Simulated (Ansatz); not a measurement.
## W2CF2 monolayer: a soft mode frozen in

Which phase does W2CF2 monolayer fall into along its unstable mode, and how much energy does it gain?

Program: Ansatz 0.2.0. Level of theory: DFT PBE, scalar-relativistic, plane waves, PAW; PAW set soft_1. Results are calculated unless marked as measured.

### Step 1. Set-up

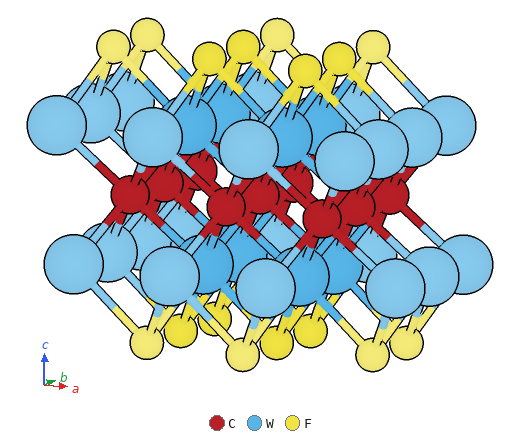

The cell as given, slightly off an axis (carbon red, tungsten blue, fluorine yellow). 2×2×1 cells are drawn. Some periodic images of atoms are drawn too.

The cell holds 5 atoms: 1 C, 2 W and 2 F. Its edges and angles: a = 2.847 Å, b = 2.847 Å, c = 35.652 Å, α = 90.0°, β = 90.0°, γ = 120.0°. Vacuum lies along c.

### Step 2. Phonons on a q mesh

The cell comes from relaxations at this level that are not shown. Stability and thermal properties need the whole zone. Linear response on a 4×4×1 q mesh gives force constants as far as a supercell of that size would.

Contents of input.yaml:

```yaml
crystal:
  lattice:
    - [2.8473259017, 0.0, 0.0]
    - [-1.4236629509, 2.4658565637, 0.0]
    - [0.0, 0.0, 35.6515995878]
  atoms:
    - { symbol: C, position: [0.0, 0.0, 0.2804923234] }
    - { symbol: W, position: [0.3333333333, 0.6666666667, 0.3195454898] }
    - { symbol: W, position: [0.6666666667, 0.3333333333, 0.241439157] }
    - { symbol: F, position: [0.6666666667, 0.3333333333, 0.3638973824] }
    - { symbol: F, position: [0.3333333333, 0.6666666667, 0.1970872644] }
  periodic: [true, true, false]
kpoints:
  mp_grid: { grid: [20, 20, 1] }
hamiltonian:
  xc: pbe
  pseudopotentials: { kind: paw, azcp: { folder: soft_1 } }
scf:
  occupations: { method: methfessel_paxton, width: 0.2 }
output:
  eigenvalues: true
phonons:
  method: dfpt
  qmesh: [4, 4, 1]
  temperatures: { t_max: 1000, t_step: 50 }
  qpath:
    path:
      - [0.0, 0.0, 0.0]
      - [0.5, 0.0, 0.0]
      - [0.33333333, 0.33333333, 0.0]
      - [0.0, 0.0, 0.0]
    npoints: 10
```

On the command line:

```console
ansatz run input.yaml --threads 4 --pin off --max-ram 16384MiB --backend cpu --events-out ev --progress --plain --runs-dir out
```

Numbers of over 12 decimals in the logs are rounded to 6 here.

Log:

```text
Warning: crystal.symmetry: narrowed to the stabiliser of the run's FFT grids — unitary ops 12 → 6. A phonons.method: dfpt run fills in the rows of the dynamical matrix that it does not solve by its symmetry operations, which is exact only for operations that map its FFT grids onto themselves: filled in by any other, the frequencies could depend on the order in which like atoms are typed, or, by more than the grids' own error, on where the crystal sits among the grids' points. Excluded: 6 operations. The run can therefore solve more perturbations, solve them on more k-points, or both, and cost more. [rest of the remark cut]
Engine: ansatz 0.2.0, aarch64-unknown-linux-gnu
Pseudopotentials: kind: paw
Pseudopotential: C, paw, valence charge 4, recommended cutoff 420 eV (normal), soft_1/C.paw.azcp
Pseudopotential: W, paw, valence charge 14, recommended cutoff 420 eV (normal), soft_1/W.paw.azcp
Pseudopotential: F, paw, valence charge 7, recommended cutoff 420 eV (normal), soft_1/F.paw.azcp
Functional definition: PBE
  parameter kappa = 0.804
  parameter beta = 0.066725
  exchange = pbe_x(kappa = kappa, mu = beta*pi^2/3)
  correlation = pbe_c(beta = beta)
Crystal: 5 atoms, lattice volume = 250.313 Å³
Basis set: ecut = 420 eV, 4919 PW (Γ), exchange–correlation on 40×40×480 points (8 copies of the dense FFT grid, shifted against one another)
Bands: 28, of which v1, the nominal top of the filled ones, is band 23 counted from 1 (22 counted from 0)
Symmetry: 12 space group operations
k-points: 44 of 400 (irreducible under 6 space group operations, time reversal used)
Non-local potential: C, projectors of the file, l = 0: 2, l = 1: 2, l = 2: 1
Non-local potential: W, projectors of the file, l = 0: 3, l = 1: 2, l = 2: 2, l = 3: 1
Non-local potential: F, projectors of the file, l = 0: 2, l = 1: 2, l = 2: 1
PAW form: soft (Blöchl's): semilocal exchange-correlation on the pseudo side does not see the compensation charge
PAW one-centre angular grid: C, 110 points (default); XC on 64 Gauss nodes
PAW one-centre angular grid: W, 590 points (default); XC on 64 Gauss nodes
PAW one-centre angular grid: F, 110 points (default); XC on 64 Gauss nodes
Initial density: superposition of atomic densities (neutral atoms: chi_scale 0, normalization atom)
Initial wavefunctions: pseudopotential atomic-orbital guess
Functional: x = pbe(κ = 0.804, μ = 0.219515), c = pbe(β = 0.066725)
SCF iter   1: F=—  HF=-22640.739145 eV  |F-HF|=—  |Δ(HF+E_count)|=         —  Δρ=6.16e-2  dr2=1.46e1  ethr=3.10e-3  ⟨swp⟩=11.8  Hψ=9097  notcnv=0
preconditioner: auto → LDOS  [metal: Δε(μ)=0.022 eV  Ē_g=11.276 eV  σ=0.200 eV  W_gap=0.09  n_scr=22 (ndim 8)  ℏωp=12.9 eV  f_vac=0.758  D(μ)=4.19/eV (n_scr^D=18)  β→1.0]
SCF iter   2: F=—  HF=-22637.610292 eV  |F-HF|=—  |Δ(HF+E_count)|=    3.13e0  S|Δr|=    0.00e0  Δρ=3.18e-2  dr2=1.61e0  ethr=3.10e-3  ⟨swp⟩=11.6  Hψ=15146  notcnv=0
automatic band count: the SCF goes on with 33 bands, as 28 were too few: they end inside the smearing window of the response
SCF iter   3: F=—  HF=-22637.451326 eV  |F-HF|=—  |Δ(HF+E_count)|=   1.59e-1  S|Δr|=    0.00e0  Δρ=1.55e-2  dr2=6.02e-1  ethr=3.10e-3  ⟨swp⟩=3.7  Hψ=3792  notcnv=0  defer=134
SCF iter   4: F=—  HF=-22637.301934 eV  |F-HF|=—  |Δ(HF+E_count)|=   1.49e-1  S|Δr|=    0.00e0  Δρ=2.70e-3  dr2=1.22e-2  ethr=1.31e-3  ⟨swp⟩=3.1  Hψ=3041  notcnv=0  defer=133
SCF iter   5: F=—  HF=-22637.303802 eV  |F-HF|=—  |Δ(HF+E_count)|=   1.87e-3  S|Δr|=    0.00e0  Δρ=6.36e-4  dr2=8.04e-4  ethr=2.65e-5  ⟨swp⟩=3.2  Hψ=3483  notcnv=0  defer=133
SCF iter   6: F=—  HF=-22637.303747 eV  |F-HF|=—  |Δ(HF+E_count)|=   5.48e-5  S|Δr|=    0.00e0  Δρ=2.06e-4  dr2=9.73e-5  ethr=1.75e-6  ⟨swp⟩=3.7  Hψ=2988  notcnv=0  defer=134
SCF iter   7: F=—  HF=-22637.303801 eV  |F-HF|=—  |Δ(HF+E_count)|=   5.40e-5  S|Δr|=    0.00e0  Δρ=5.15e-5  dr2=1.38e-5  ethr=2.12e-7  ⟨swp⟩=3.4  Hψ=2556  notcnv=0  defer=134
SCF iter   8: F=—  HF=-22637.303811 eV  |F-HF|=—  |Δ(HF+E_count)|=   9.74e-6  S|Δr|=    0.00e0  Δρ=2.21e-5  dr2=1.81e-6  ethr=2.99e-8  ⟨swp⟩=3.6  Hψ=2861  notcnv=0  defer=134
SCF iter   9: F=—  HF=-22637.303897 eV  |F-HF|=—  |Δ(HF+E_count)|=   8.55e-5  S|Δr|=    0.00e0  Δρ=5.91e-6  dr2=8.93e-8  ethr=3.93e-9  ⟨swp⟩=3.5  Hψ=2636  notcnv=0  defer=134
SCF iter  10: F=—  HF=-22637.303897 eV  |F-HF|=—  |Δ(HF+E_count)|=   5.10e-7  S|Δr|=    0.00e0  Δρ=1.83e-6  dr2=1.05e-8  ethr=1.94e-10  ⟨swp⟩=3.8  Hψ=3332  notcnv=0  defer=134
SCF iter  11: F=—  HF=-22637.303897 eV  |F-HF|=—  |Δ(HF+E_count)|=   5.31e-8  S|Δr|=    0.00e0  Δρ=3.32e-7  dr2=1.84e-10  ethr=2.29e-11  ⟨swp⟩=3.8  Hψ=3007  notcnv=0  defer=134
SCF iter  12: F=-22637.303897 eV  HF=-22637.303897 eV  |F-HF|=1.16e-10  |Δ(HF+E_count)|=   5.16e-9  S|Δr|=    0.00e0  Δρ=5.85e-8  dr2=5.74e-12  ethr=1.00e-12  ⟨swp⟩=27.6  Hψ=17483  notcnv=0
SCF 1 converged in 12 iterations: F = -22637.303897 eV  dr2 = 5.74e-12
  greatest PAW one-centre occupation: 0.999 electrons in one spin orbital (limit 2), on the W atom at site 2 (counted from 0), in its partial waves of l = 0
phonons: the bands overlap, so this run is a metal and interpolates without the dipole-dipole term. If the crystal is really an insulator or semiconductor, its LO-TO splitting is missing
NSCF: frozen V_eff on 44 k-points
NSCF: frozen V_eff on 111 k-points
DFPT response loops at q = (0, 0, 0) (fractional): preconditioner auto → none (partly filled bands, converged f_vac=0.763); β = 0.50; Broyden in place of MSR1
NSCF: frozen V_eff on 420 k-points
DFPT response loops at q = (0, 0.25, 0) (fractional): mixed as the last ones told, above
NSCF: frozen V_eff on 222 k-points
DFPT response loops at q = (0, -0.5, 0) (fractional): mixed as the last ones told, above
NSCF: frozen V_eff on 800 k-points
DFPT response loops at q = (0.25, 0.25, 0) (fractional): mixed as the last ones told, above
SCF converged after 12 iterations
Stability not checked: this state was not tested for a lower state beside it, because cold or Methfessel-Paxton smearing, or corrected tetrahedra, fill the levels in a way that the test cannot read (fill_not_monotonic; see scf.lower_state_search)
Free energy (F): -22637.303897 eV
Harris-Foulkes:  -22637.303897 eV  (|F-HF|=1.16e-10)
Internal energy: -22637.290244 eV  (E = F + TS)
E sigma→0 (E₀):  -22637.300484 eV
Entropy (-TS):   -0.013653 eV (-2.731 meV/atom)
Fermi energy:    -5.689644 eV
--- Per-component energies (eV) ---
  E_band       = -1284.988424
  E_kinetic    = 1327.227815
  E_local      = -181981.668503  (includes V_loc(G=0)·N_el)
  E_nonlocal   = 147.319880
  E_hartree    = 90207.528675
  E_xc         = -735.567969
  E_vxc        = -717.291989  (∫ρ·V_xc dr)
  E_paw        = -17664.043558  (= ΣΔE_a)
  E_vpaw       = -475.634891  (= ΣTr[D̂ρ^β])
  E_aug_tail   = 0.001744  (compensation charges beyond the density's cutoff)
  E_ewald      = 86061.911672
  E_smearing   = -0.013653  (= −TS)
  E_closure    = 0.000000  (closes the sum)
  Σ components = -22637.303897   (vs F -22637.303897, Δ=0.00e0)
--- Band table (eV; the first three rows and the last of 44) ---
  k-point 0: bands = [... 19 lower, -9.0842, -9.0842, -7.0750, -7.0750, -5.3956, -5.0427, -5.0427, -4.6792, ... 6 higher]
  k-point 1: bands = [... 19 lower, -9.1078, -9.0915, -7.1943, -6.9968, -5.3711, -5.2285, -5.1142, -4.6975, ... 6 higher]
  k-point 2: bands = [... 19 lower, -9.1121, -9.0503, -7.4717, -6.7625, -5.6494, -5.3371, -5.1877, -4.6605, ... 6 higher]
  k-point 43: bands = [... 19 lower, -11.4580, -7.0471, -6.1026, -5.8183, -5.6167, -4.1531, -4.1022, -2.4791, ... 6 higher]
  ° read free of the cell's end (the report's vacuum.weakly_bound_levels)
--- Phonons (Γ-DFPT): 10 representative perturbations + reference (Σ response iterations 51) ---
  ASR residual: 4.874e-5 → 0.000e0 eV/Å²; symmetrization residual: 5.647e-6 eV/Å²
  The last average, over the group as it would stand without the narrowing to the FFT grids, took up to 1.142e-6 eV/Å² of the zone centre's force constants
  ASR residual per site (eV/Å²): 3.14e-5 4.67e-5 4.87e-5 4.09e-5 3.08e-5
  Γ frequencies (cm⁻¹): -86.77 -86.77 0.00 0.00 0.00 66.61 66.61 100.74 100.74 152.65 439.60 445.63 521.75 521.75 694.52
--- Phonons (arbitrary-q DFPT): 4 irreducible q on the 4×4×1 mesh ---
  q = [0.0000, 0.0000, 0.0000] (star 1, of the zone-centre solve; hermiticity 4.70e-7, symmetrization 3.02e-11, taken by the last average 4.75e-8): -86.77 -86.77 -0.00 0.00 0.00 66.61 66.61 100.74 100.74 152.65 439.60 445.63 521.75 521.75 694.52
  q = [0.0000, 0.2500, 0.0000] (star 6, 15 solved perturbations on 210 of 400 k-point pairs; hermiticity 3.36e-7, symmetrization 2.32e-10, taken by the last average 6.03e-8): -78.66 -39.26 45.18 56.49 94.18 109.31 122.40 138.02 156.58 168.42 372.02 377.60 546.16 569.63 671.97
  q = [0.0000, -0.5000, 0.0000] (star 3, 15 solved perturbations on 111 of 400 k-point pairs; hermiticity 2.95e-5, symmetrization 2.04e-5, taken by the last average 3.67e-7): -168.91 -111.87 -110.74 -95.33 -66.97 59.95 109.71 161.95 197.09 221.96 342.82 343.50 590.88 656.26 674.72
  q = [0.2500, 0.2500, 0.0000] (star 6, 10 solved perturbations in 3050 linear systems a pass and spin channel, the states on 400 of 400 k-point pairs; hermiticity 4.24e-7, symmetrization 7.01e-11, taken by the last average 1.47e-7): -157.79 -111.62 -89.46 -84.02 63.14 92.82 142.80 168.80 188.01 214.62 339.82 341.23 606.82 637.85 664.46
  sum rule: each row above includes the acoustic sum rule's correction from the zone centre's row sums; it moved no ω² by more than (0.84 cm⁻¹)²
  mesh force constants: q→R imaginary residual 5.82e-18; ASR residual 4.874e-5 → 0.000e0 eV/Å²; symmetrization residual 1.421e-14 eV/Å²
  interpolated dispersion: 31 rows × 15 modes
  density of states and harmonic sums: on the 28×28×1 q-mesh, interpolated from the force constants of a 4×4×1 supercell (no non-analytic term)
  largest difference from the sums on the solved wave vectors: F 4.92e-2 eV, S 5.45e-5 and C_V 1.34e-5 eV/K
  zero-point energy: 0.210137 eV/cell   skipped modes (ω ≤ 0): 275, of them read as no rigid motion or as one in doubt: 272 (3.435e0 modes/cell left out, lowest -169.11 cm⁻¹)   left out of the sums: 2.29e-1 of the cell's modes: C_V's classical limit lies that fraction below 3 k_B per atom; for a crystal, a wire or a layer, F and S can be off by more, and a phonons.interpolated_qmesh denser along its periods is the remedy for the sampling
```

Run time: 61 min. Hardware: 4 threads of Arm Neoverse N1, shared host; peak memory 5.7 GiB; 4 h of CPU time.

This step gave:

```
gap on the k-mesh                                       : 0 eV
sum-rule residual before enforcement                    : 4.87e-5 eV/Å²
lowest frequency on the path                            : -169.1 cm⁻¹
point group                                             : -3m
highest frequency on the path or at a solved wavevector : 694.5 cm⁻¹
area per atom                                           : 1.404 Å²
highest optical mode at the zone centre (no LO-TO term) : 694.5 cm⁻¹
lowest optical zone-centre mode                         : -86.77 cm⁻¹
lowest mode on the q mesh (acoustic modes at Γ apart)   : -168.9 cm⁻¹
```

Frequencies (cm⁻¹) solved at each irreducible wavevector; negative means imaginary. Frequencies by wavevector, by row:

```csv
q in reciprocal lattice units,star,mode 1,mode 2,mode 3,mode 4,mode 13,mode 14,mode 15
0 0 0,1,-86.8,-86.8,0,0,521.8,521.8,694.5
0 0.25 0,6,-78.7,-39.3,45.2,56.5,546.2,569.6,672
0 -0.5 0,3,-168.9,-111.9,-110.7,-95.3,590.9,656.3,674.7
0.25 0.25 0,6,-157.8,-111.6,-89.5,-84,606.8,637.9,664.5
```

Interpolated from a 4×4×1 q mesh. The phonon branches at the labelled points (cm⁻¹):

```csv
point,branch 1,branch 2,branch 3,branch 4,branch 12,branch 13,branch 14,branch 15
Γ,-87,-87,0,0,446,522,522,694
M,-169,-112,-111,-95,344,591,656,675
K,-141,-141,-58,-50,337,640,640,662
Γ,-87,-87,0,0,446,522,522,694
```

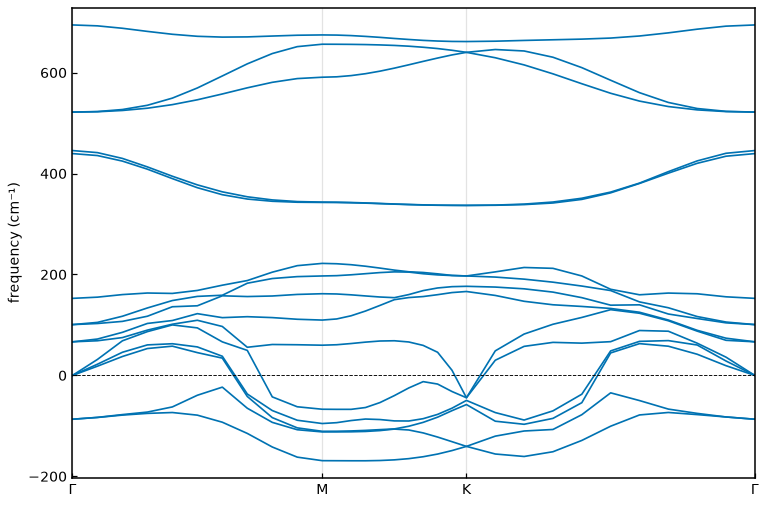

Phonon branches along the path.

Symmetry leaves 4 wavevectors to solve. The lowest mode among them, the acoustic zeros apart, lies at q = (0, -0.5, 0) and is imaginary, 168.9i cm⁻¹, so the energy falls along it.

### Step 3. The mode frozen in, largest atomic shift 0 Å

The mode followed lies at q = (0, -0.5, 0) with frequency 111.9i cm⁻¹, one of the unstable modes though not the softest. At small amplitude the distorted cell has space group no. 11 by a symmetry search on the positions. The undistorted cell that holds it gives the zero of energy on the same k mesh.

System of this step: W2CF2 monolayer. The cell holds 10 atoms: 2 C, 4 W and 4 F. Its edges and angles: a = 2.847 Å, b = 4.932 Å, c = 35.652 Å, α = 90.0°, β = 90.0°, γ = 90.0°. It derives from W2CF2. Vacuum lies along c.

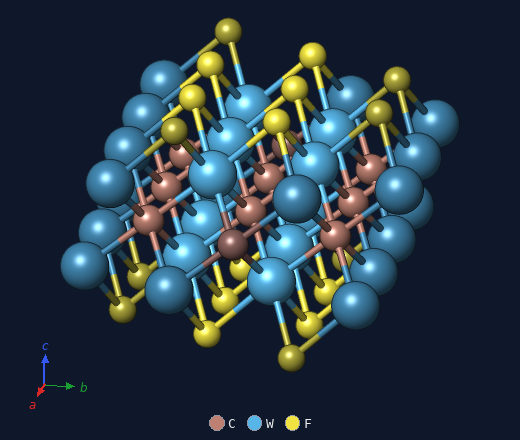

The cell of this step (carbon pink, tungsten blue, fluorine yellow). 2×1×1 cells are drawn. Some periodic images of atoms are drawn too.

Contents of input.yaml:

```yaml
crystal:
  lattice:
    - [2.8473259017, 0.0, 0.0]
    - [0.0, 4.9317131275, 0.0]
    - [0.0, 0.0, 35.6515995878]
  atoms:
    - { symbol: C, position: [0.5, 0.5, 0.2804923234] }
    - { symbol: C, position: [0.0, 0.0, 0.2804923234] }
    - { symbol: W, position: [0.0, 0.3333333333, 0.3195454898] }
    - { symbol: W, position: [0.5, 0.8333333333, 0.3195454898] }
    - { symbol: W, position: [0.5, 0.1666666667, 0.241439157] }
    - { symbol: W, position: [1.0, 0.6666666667, 0.241439157] }
    - { symbol: F, position: [0.5, 0.1666666667, 0.3638973824] }
    - { symbol: F, position: [1.0, 0.6666666667, 0.3638973824] }
    - { symbol: F, position: [0.0, 0.3333333333, 0.1970872644] }
    - { symbol: F, position: [0.5, 0.8333333333, 0.1970872644] }
  periodic: [true, true, false]
kpoints:
  mp_grid: { grid: [12, 8, 1] }
hamiltonian:
  xc: pbe
  pseudopotentials: { kind: paw, azcp: { folder: soft_1 } }
scf:
  occupations: { method: methfessel_paxton, width: 0.2 }
output:
  forces: true
  stress: true
  eigenvalues: true
```

Log:

```text
[...]
Crystal: 10 atoms, lattice volume = 500.627 Å³
Basis set: ecut = 420 eV, 9847 PW (Γ), exchange–correlation on 40×72×480 points (8 copies of the dense FFT grid, shifted against one another)
Bands: 56, of which v1, the nominal top of the filled ones, is band 46 counted from 1 (45 counted from 0)
Symmetry: 8 space group operations
[...]
k-points: 35 of 96
[...]
k-point 0: bands = [... 42 lower, -7.2756, -7.0850, -7.0840, -5.3968, -5.0487, -5.0475, -4.6833, -4.6816, ... 6 higher]
  k-point 1: bands = [... 42 lower, -7.2643, -7.2294, -6.9619, -5.4045, -5.2784, -5.1448, -4.7069, -4.5363, ... 6 higher]
  k-point 2: bands = [... 42 lower, -7.6226, -7.1089, -6.5967, -5.8218, -5.4266, -5.1927, -4.6720, -4.5614, ... 6 higher]
  k-point 34: bands = [... 42 lower, -7.2753, -7.2753, -4.0424, -4.0424, -3.7879, -3.7879, -2.7008, -2.7008, ... 6 higher]
[key lines of the parts left out:]
SCF converged after 10 iterations
Free energy (F): -45274.609192 eV
Fermi energy:    -5.679469 eV
P = ½ c Tr σ = 0.0319 N/m
```

Wall time 41 s (4 threads); peak memory 1.4 GiB; 2.7 min of CPU time.

Numbers from this step:

* energy from the undistorted cell: 0 meV/atom

### Step 4. The mode frozen in, largest atomic shift 0.08 Å

The atoms are moved along the unstable eigenvector, the largest shift by 0.08 Å, with the cell fixed.

input.yaml, the sections that differ from step 3:

```yaml
crystal:
  lattice:
    - [2.8473259017, 0.0, 0.0]
    - [0.0, 4.9317131275, 0.0]
    - [0.0, 0.0, 35.6515995878]
  atoms:
    - { symbol: C, position: [0.5, 0.5043055663, 0.2826442871] }
    - { symbol: C, position: [0.0, -0.0043055663, 0.2783403597] }
    - { symbol: W, position: [0.0, 0.317313915, 0.3198986186] }
    - { symbol: W, position: [0.5, 0.8493527517, 0.3191923609] }
    - { symbol: W, position: [0.5, 0.182686085, 0.2410860282] }
    - { symbol: W, position: [1.0, 0.6506472483, 0.2417922859] }
    - { symbol: F, position: [0.5, 0.1730517657, 0.3657134134] }
    - { symbol: F, position: [1.0, 0.6602815677, 0.3620813514] }
    - { symbol: F, position: [0.0, 0.3269482343, 0.1952712334] }
    - { symbol: F, position: [0.5, 0.8397184323, 0.1989032954] }
  periodic: [true, true, false]
# kpoints, hamiltonian, scf, output: as in step 3
```

Log:

```text
[...]
Crystal: 10 atoms, lattice volume = 500.627 Å³
Basis set: ecut = 420 eV, 9847 PW (Γ), exchange–correlation on 40×72×480 points (8 copies of the dense FFT grid, shifted against one another)
Bands: 56, of which v1, the nominal top of the filled ones, is band 46 counted from 1 (45 counted from 0)
Symmetry: 4 space group operations
[...]
k-points: 35 of 96
[...]
k-point 0: bands = [... 42 lower, -7.2491, -7.0684, -6.8517, -5.3853, -5.0063, -4.8859, -4.5734, -4.5360, ... 6 higher]
  k-point 1: bands = [... 42 lower, -7.2450, -6.9979, -6.9598, -5.3573, -5.1682, -5.1189, -4.6192, -4.4311, ... 6 higher]
  k-point 2: bands = [... 42 lower, -7.4689, -7.0255, -6.6355, -5.7079, -5.4830, -5.2339, -4.5366, -4.4687, ... 6 higher]
  k-point 34: bands = [... 42 lower, -7.2259, -7.2259, -3.9427, -3.9427, -3.7468, -3.7468, -2.7979, -2.7979, ... 6 higher]
[key lines of the parts left out:]
SCF converged after 10 iterations
Free energy (F): -45274.673146 eV
Fermi energy:    -5.530637 eV
P = ½ c Tr σ = 2.6057 N/m
```

It took 41 s on 4 threads; peak memory 1.4 GiB.

This step gave:

```yaml
energy_from_the_undistorted_cell: -6.77 meV/atom
```

The energy, extrapolated to zero smearing, is -6.77 meV/atom against the undistorted cell.

### Step 5. Energy along the mode, all amplitudes (two of the runs are shown above)

An imaginary frequency means negative curvature, so the energy should fall and then rise again as anharmonic terms take over.

This step gave:

```yaml
depth_at_the_lowest_point_sampled: 6.77 meV/atom
largest_atomic_shift_at_that_point: 0.08 Å
```

Energy from the parent against largest atomic shift:

```csv
largest atomic shift (Å),energy from the parent (meV/atom)
0.0000,0
0.0400,-2.35
0.0800,-6.77
0.1400,-4.76
0.2200,60.9
```

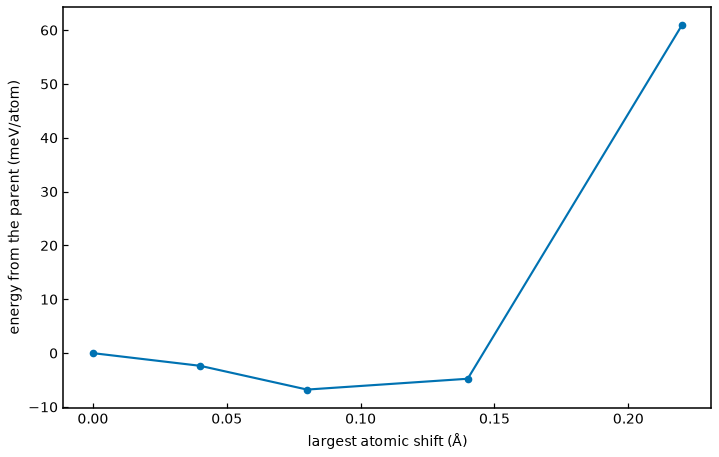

Energy from the parent, plotted against largest atomic shift.

Displacement at unit largest shift by atom:

```csv
atom,x (Å),y (Å),z (Å),size
C1,0.00,0.27,0.96,0.99
C2,0.00,-0.27,-0.96,0.99
W3,0.00,-0.99,0.16,1.00
W4,0.00,0.99,-0.16,1.00
W5,0.00,0.99,-0.16,1.00
W6,0.00,-0.99,0.16,1.00
F7,0.00,0.39,0.81,0.90
F8,0.00,-0.39,-0.81,0.90
F9,0.00,-0.39,-0.81,0.90
F10,0.00,0.39,0.81,0.90
```

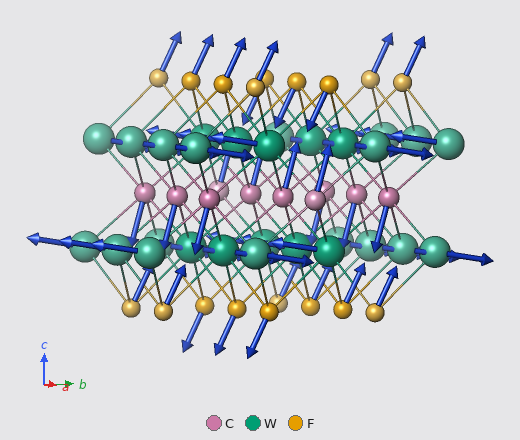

Displacement at unit largest shift as arrows, the longest 1.00 Å. 2×1×1 cells are drawn. Some periodic images of atoms are drawn too.

The lowest of the steps tried is at 0.08 Å, 6.77 meV/atom below the parent; the bottom of the well need not coincide with a step.

(Part 1 of 2 ends here.)

[Logs are printed without paths, hosts, clocks, repeated set-up lines and the standing remarks that a program may print on its own settings, such as how far it seeks lower states.]

[Hosts, paths, dates, database ids (printed as entryN), source tags and the programs' standing remarks are cut or masked in the printed files.]
